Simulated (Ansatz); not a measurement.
## Nudged elastic band, with input and output: C$_{2}$H$_{7}$OPS (part 2 of 2)

C$_{2}$H$_{7}$OPS, SMILES CC(O)SP; RKS PBE0/def2-SVP (Ansatz 0.2.0). The run did not end well. One setting was made poor on purpose. It belongs to a series of runs on one base structure; here: band between the two ends.

Geometry of the input (Å):
```
C  -1.6808  0.4874  -0.2229
C  -0.2657  -0.0584  -0.2484
O  -0.1801  -1.3685  0.1989
S  0.7913  1.1064  0.7362
P  2.7326  0.2733  0.5563
H  -1.7303  1.4954  -0.6591
H  -2.0591  0.5438  0.8109
H  -2.3379  -0.1822  -0.7978
H  0.1326  -0.0587  -1.2752
H  -0.4974  -1.3896  1.1114
H  2.3600  -1.0986  0.6958
H  2.8119  0.1945  -0.8720
```

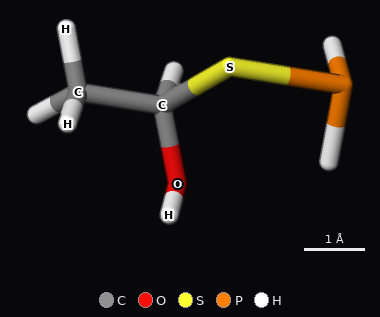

The structure as given in the input (stick view, seen at a tilt).

```
Unfinished report: {"positions_ang":[[-1.7153795355153612,0.5496073299308254,-0.12899120856179708],[-0.2925571592677234,0.029756373574460253,-0.11069943903819594],[-0.0017502863326097073,-1.1779329734251311,0.4282992200534988],[0.8487696239564329,1.1984315207452583,0.7146457875437238],[2.673098168083124,0.24990010334449433,0.476631453290103],[-1.778407889412828,1.4312184481718464,-0.784885122392657],[-2.239257234258417,0.6345963697880115,0.8262031833993393],[-2.2579077923607005,-0.1882127513016202,-0.7465280392434704],[0.03537291632092895,-0.045927056578272285,-1.1475181040625124],[-0.4896631126834615,-1.6844979471494987,0.6051939960717765],[2.4511997983841076,-1.1076978957330068,0.8114689585401935],[2.8435825030865076,0.055657478632633414,-0.9097216856000018]],"unchecked":["starts","cluster_reference","orbital_swaps","neighbouring_geometries","increment"],"mean_field":{"relativity":"none","state":{"energy":{"ev":-24334.448546667303,"hartree":-894.2744896083761},"converged":true,"gradient_ev":0.000012086240222857349,"stability":{"kind":"minimum","curvature_ev":43.38907827776329},"curvature_floor_ev":0.00030000000000000003,"spin_squared":-4.973799150320701e-14},"others":[],"fillings":{"estimated":0,"unestimated":0,"tried":0,"untried":0,"excluded_magnetic_sites":0},"n_dropped_functions":0,"n_trapped_functions":0,"passes":{"evaluations":4,"products":23},"factors":{"origin":"Cholesky decomposition","count":1212,"bound_ev":0.0003530420381323481},"gradient_stop_ev":0.00009,"reference_kind":"stationary","functional":{"name":"PBE0","citations":["Adamo & Barone, J. Chem. Phys. 110, 6158 (1999) doi:10.1063/1.478522","Perdew, Burke & Ernzerhof, Phys. Rev. Lett. 77, 3865 (1996) doi:10.1103/PhysRevLett.77.3865"],"text":"name \"PBE0\"\ncite \"Adamo & Barone, J. Chem. Phys. 110, 6158 (1999) doi:10.1063/1.478522\"\ncite \"Perdew, Burke & Ernzerhof, Phys. Rev. Lett. 77, 3865 (1996) doi:10.1103/PhysRevLett.77.3865\"\nparent pbe\nparameter a = 0.25\nparameter kappa = 0.804\nparameter beta = 0.06672455060314922\nexchange = (1 - a)*pbe_x(kappa = kappa, mu = beta*pi^2/3) + a*exact_x\ncorrelation = pbe_c(beta = beta)\n","parameters":{"a":{"value":0.25,"default":0.25},"beta":{"value":0.06672455060314922,"default":0.06672455060314922},"kappa":{"value":0.804,"default":0.804}},"final_grid":{"core_spheres":13.0,"valence_spheres":11.0,"degree":36.0},"final_grid_parameter_source":"default","radial_points_factor":1.0,"radial_grid_error_ev":3.235511906987185e-7,"grid_sensitivity":"normal","grid_sensitivity_ratio":0.001870803151768979},"unsmoothed_excess_ev":-0.000024937527827697662,"symmetry":{"irreps":["A"],"axes":[[0.9999997176542338,0.0007053559123138518,0.0002591611266381033],[-0.0007070903290202293,0.9999769386396856,0.006754421667972373],[-0.00025439087877221733,-0.006754603011216317,0.9999771550507749]],"occupied":[{"A":29},{"A":29}]},"held":{"pivots":1212,"left_out":0,"joined":0},"density_repulsion":{"missed_ev":0.00001752346837840088,"excess_ev":0.0,"most_excess_ev":0.0001566,"are_drawn_again":false,"n_first_factors":1212,"energy_change_ev":0.0,"n_dropped_ends":0}},"factors":{"origin":"Cholesky decomposition","count":1212,"bound_ev":0.0003530420381323481},"n_frozen":0,"n_occupied":[29,29],"n_virtual":[84,84],"reference":{"ev":-24334.448546667303,"hartree":-894.2744896083761},"total":{"ev":-24334.448546667303,"hartree":-894.2744896083761},"forces_ev_per_angstrom":[[-0.13123471223444302,-1.0977191171013274,-1.054739790875981],[0.12792822280893956,0.522544500899236,-0.22046114336899367],[21.01369033874161,19.732801140863607,-6.654661707284715],[-0.23783410538469543,0.4833553447220247,-0.12475780510668456],[1.3951967094359623,0.4961569351883667,0.7811213388362588],[0.1231424058222294,0.3554864350000176,0.5897303727736894],[0.15623463617855646,0.31358071809282995,0.24329181261565314],[-0.289617118634278,-0.1724449002646628,0.2633033697109737],[0.11566181535734028,0.5233799338726177,-0.6308390571194689],[-21.574772524085738,-20.972552512060172,7.33739248603353],[-0.35488934784757814,-0.08568252018094734,-0.05730850944405767],[-0.3435063201537,-0.09890595902165984,-0.47207136677019945]],"charge_distribution":{"dipole_moment_e_ang":[-0.5803458131941809,-0.39418352910315546,-0.30201049599707813],"mulliken_charges_e":[-0.040880633916736464,-0.03401038181762761,-0.1043024443728271,-0.17278649791575518,0.07962249259542631,0.06663680589188958,0.07052814261614115,0.045615423095665575,0.052357168618677674,0.006448045243206746,0.02892438137336739,0.0018474985885431616],"lowdin_charges_e":[-0.01581004317208823,-0.2001224679522453,0.36691803259882505,0.1403296646519543,0.14528126291400412,0.023921206763801717,0.012993356220074026,0.012620250925184373,-0.03079743739040408,-0.310273752270247,-0.06895775211107824,-0.0761023211777776]},"n_threads":2,"memory_gib":2.556818182580173,"seconds":{"hamiltonian":2.985497321,"orbitals":0.0,"second_order":0.0,"solver_start":0.0,"cycles":0.0,"cycle":0.0,"perturbative":0.0,"full_ci_increment":0.0,"forces":0.0}}
this run last wrote the band of iteration 3 to [file]
Error: NEB band did not converge after 3 iterations: max|band force component| = 2.56e1 eV/Å (threshold 5.0e-2); raise `neb.max_iterations` in a new run, which can start from the last band evaluated (`neb.initial_path`, with `crystal.atoms` and `neb.final_atoms` set to its first and last images), add images, or start from endpoints closer to local minima. Where this run's directory can be resumed (`checkpoint.write`), a resume goes on for up to `neb.max_iterations` more; to start a new run from the last band, take its images' positions from the `neb_iteration` event of iteration 3 (`data.images[].positions_ang`), in the event stream of the run that computed that iteration (not this run's, if it was resumed behind it). With `checkpoint.write`, `steps/00-neb/state/checkpoint.json` in the run directory holds the last saved band, under `neb.evaluated.images[].positions_ang` (a band under a hybrid functional on support functions is neither saved nor resumed: `neb.initial_path` says where its path is): check the last entry of `neb.iterations` there, which is earlier than 3 if that iteration was not saved or its write failed. If the band's step has no `state` directory and holds `state.next`, a write was cut short, and the file is under `state.next` instead (behind a loss of power it can be under `state.prev`)
this run wrote the band of iteration 3 to [file] as well, whether or not its events were kept: a new run's `neb.initial_path` can list its `images[].positions_ang`
a run's events are kept only if it was started with --events-out <file>, and are in that file
```

### The last band as extended XYZ (Å, eV, eV/Å)
```
12
Properties=species:S:1:pos:R:3:forces:R:3 image=0 energy=-24337.88745
C    -1.6808    0.4874   -0.2229   -0.0024   0.0005  -0.0012
C    -0.2657   -0.0584   -0.2484   -0.0004   0.0056   0.0062
O    -0.1801   -1.3685    0.1989    0.0003  -0.0036   0.0017
S     0.7913    1.1064    0.7362    0.0031  -0.0119  -0.0028
P     2.7326    0.2733    0.5563    0.0104   0.0078  -0.0008
H    -1.7303    1.4954   -0.6591    0.0002  -0.0004  -0.0002
H    -2.0591    0.5438    0.8109    0.0005  -0.0009  -0.0010
H    -2.3379   -0.1822   -0.7978   -0.0010   0.0004  -0.0006
H     0.1326   -0.0587   -1.2752   -0.0015  -0.0004  -0.0012
H    -0.4974   -1.3896    1.1114    0.0005   0.0015  -0.0027
H     2.3600   -1.0986    0.6958   -0.0083   0.0024  -0.0002
H     2.8119    0.1945   -0.8720   -0.0015  -0.0011   0.0027
12
Properties=species:S:1:pos:R:3:forces:R:3 image=1 energy=-24337.84960
C    -1.6618    0.4796   -0.1979   -0.0733   0.0816   0.0158
C    -0.2457   -0.0524   -0.2325    0.1222  -0.1102  -0.0271
O    -0.1572   -1.3610    0.2174    0.1027  -0.0327  -0.2670
S     0.8326    1.1311    0.7134   -0.1552   0.1387   0.1156
P     2.7784    0.3216    0.5297   -0.1171  -0.0569  -0.0395
H    -1.7394    1.4711   -0.6657    0.0304   0.0058   0.0031
H    -2.0200    0.5703    0.8417    0.0172  -0.0131  -0.0092
H    -2.3247   -0.2151   -0.7357    0.0049  -0.0014  -0.0210
H     0.1488   -0.0544   -1.2597    0.0011   0.0110  -0.0480
H    -0.7529   -1.4721    0.9621   -0.0348   0.0485   0.2960
H     2.4112   -1.0387    0.7548    0.0527  -0.0613   0.0046
H     2.8078    0.1649   -0.8934    0.0492  -0.0098  -0.0231
12
Properties=species:S:1:pos:R:3:forces:R:3 image=2 energy=-24337.74148
C    -1.6587    0.4774   -0.1693   -0.0798   0.0607   0.1268
C    -0.2315   -0.0212   -0.1895    0.4025  -0.1918  -0.1112
O    -0.0804   -1.3077    0.3201   -0.2918  -0.0900  -0.1060
S     0.8746    1.1833    0.6856   -0.2370   0.2471   0.1643
P     2.8038    0.3346    0.4979   -0.1579  -0.0991  -0.0444
H    -1.7590    1.4479   -0.6736    0.0618   0.0334   0.0060
H    -2.0381    0.5917    0.8614    0.0921  -0.0279  -0.0292
H    -2.3031   -0.2417   -0.6986   -0.0007  -0.0328  -0.0283
H     0.1479   -0.0382   -1.2216   -0.0016   0.0539  -0.1615
H    -0.9061   -1.5690    0.7411    0.1034   0.0481   0.1918
H     2.4296   -1.0110    0.7945    0.0588  -0.0177   0.0440
H     2.7981    0.0988   -0.9140    0.0502   0.0160  -0.0523
12
Properties=species:S:1:pos:R:3:forces:R:3 image=3 energy=-24337.63455
C    -1.6784    0.4999   -0.1367    0.0023  -0.3571   0.1201
C    -0.2439    0.0191   -0.1357    0.6318  -0.1942  -0.0711
O    -0.0304   -1.2135    0.4854    0.0132   0.1912  -0.0492
S     0.8951    1.2177    0.6600   -0.1109   0.3708   0.0834
P     2.8015    0.3124    0.4683   -0.0328  -0.0659   0.0515
H    -1.7646    1.4350   -0.6925   -0.0269   0.3194   0.0209
H    -2.1092    0.6074    0.8720    0.1670   0.0959  -0.0025
H    -2.2849   -0.2387   -0.6862   -0.0496  -0.0542   0.0160
H     0.0972   -0.0407   -1.1815    0.0311   0.0195  -0.2099
H    -0.8653   -1.6663    0.5143   -0.5761  -0.4623   0.0875
H     2.4452   -1.0326    0.8034   -0.0058   0.1186   0.0206
H     2.8148    0.0453   -0.9369   -0.0433   0.0182  -0.0672
12
Properties=species:S:1:pos:R:3:forces:R:3 image=4 energy=-24334.44852
C    -1.7154    0.5496   -0.1290   -0.1312  -1.0977  -1.0547
C    -0.2926    0.0298   -0.1107    0.1279   0.5225  -0.2205
O    -0.0018   -1.1779    0.4283   21.0137  19.7328  -6.6547
S     0.8488    1.1984    0.7146   -0.2378   0.4834  -0.1248
P     2.6731    0.2499    0.4766    1.3952   0.4962   0.7811
H    -1.7784    1.4312   -0.7849    0.1231   0.3555   0.5897
H    -2.2393    0.6346    0.8262    0.1562   0.3136   0.2433
H    -2.2579   -0.1882   -0.7465   -0.2896  -0.1724   0.2633
H     0.0354   -0.0459   -1.1475    0.1157   0.5234  -0.6308
H    -0.4897   -1.6845    0.6052  -21.5748 -20.9726   7.3374
H     2.4512   -1.1077    0.8115   -0.3549  -0.0857  -0.0573
H     2.8436    0.0557   -0.9097   -0.3435  -0.0989  -0.4721
12
Properties=species:S:1:pos:R:3:forces:R:3 image=5 energy=-24335.80411
C    -1.6943    0.5662   -0.1725   -0.9978   0.2338  -1.1285
C    -0.2910    0.0296   -0.1114   -0.4512  -0.3523  -0.8980
O    -0.4006   -1.1684    0.4899  -11.3807  14.4555   0.8954
S     0.7793    1.2363    0.7002    0.9204  -0.2511   0.1076
P     2.6545    0.2624    0.5045    0.8409   0.8890   0.5236
H    -1.7748    1.5096   -0.7413    0.1719  -0.0050   0.2388
H    -2.2219    0.6639    0.7833    0.3879   0.0468   0.3104
H    -2.2760   -0.1775   -0.7526    0.0598   0.1309   0.1409
H     0.0631   -0.0943   -1.1448    0.3070   0.2325  -0.2595
H     0.0080   -1.8318    0.5378   10.9879 -15.0941   0.2206
H     2.3938   -1.0871    0.8326   -0.4362  -0.2649   0.0053
H     2.8371    0.0360   -0.8918   -0.4100  -0.0210  -0.1567
12
Properties=species:S:1:pos:R:3:forces:R:3 image=6 energy=-24337.80791
C    -1.7477    0.5663   -0.2086    0.0032   0.0029  -0.0020
C    -0.3593   -0.0293   -0.1921    0.0009  -0.0002  -0.0039
O    -0.4157   -1.2605    0.4332    0.0018  -0.0027   0.0000
S     0.7561    1.1955    0.6664   -0.0023   0.0002  -0.0001
P     2.6597    0.2938    0.5635   -0.0001  -0.0003   0.0005
H    -1.7532    1.5464   -0.7050    0.0000  -0.0016   0.0008
H    -2.1191    0.6799    0.8204   -0.0007   0.0005   0.0022
H    -2.4249   -0.1131   -0.7470    0.0001  -0.0006  -0.0006
H     0.0446   -0.1082   -1.2204   -0.0013   0.0001   0.0038
H     0.4489   -1.6827    0.3666   -0.0026   0.0015   0.0003
H     2.3406   -1.0129    1.0636    0.0006   0.0002   0.0003
H     2.6472   -0.1304   -0.8064    0.0004   0.0000  -0.0014
```

### Outcome

| quantity | value |
| --- | --- |
| outcome | not converged |
| barrier, forward (band not converged) | 3.439 eV |
| barrier, backward | 3.359 eV |
| wall time | 52 s (CPU time 1.7 min) |
| peak memory | 0.27 GiB |

### Diagnosis

The run did not converge: “NEB band did not converge after 3 iterations: max|band force component| = 2.56e1 eV/Å (threshold 5.0e-2); raise `neb.max_iterations` in a new run, which can start from the last band evaluated (`neb.initial_path`, with `crystal.atoms` and `neb.final_atoms` set to its first and last images), add images, or start from endpoints closer to local minima …” Its last values are not results. A deliberately poor setting: few iterations.
